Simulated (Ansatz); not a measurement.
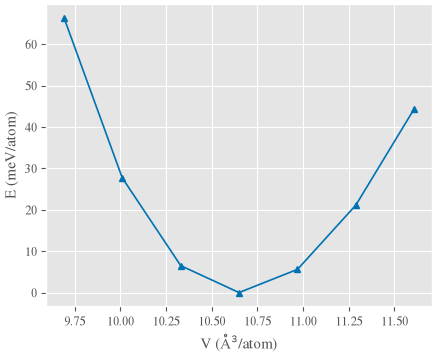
Fig. 1. TiO$_{2}$ (rutile, P4_2/mnm) under volume change, the program Ansatz at the PBE level (PAW), shape and atoms relaxed at each volume.

### Question
What does a third-order Birch–Murnaghan fit give for V₀, B₀ and B′?

### Answer
V₀ = 10.65 Å³/atom, B₀ = 199 GPa, B′ = 5.6.

The cell was relaxed with PBE under the symmetry of its start. At this level the phase is dynamically unstable (imaginary phonons). The run is not spin-polarised.

Potentials: the later of the program's two PAW sets.
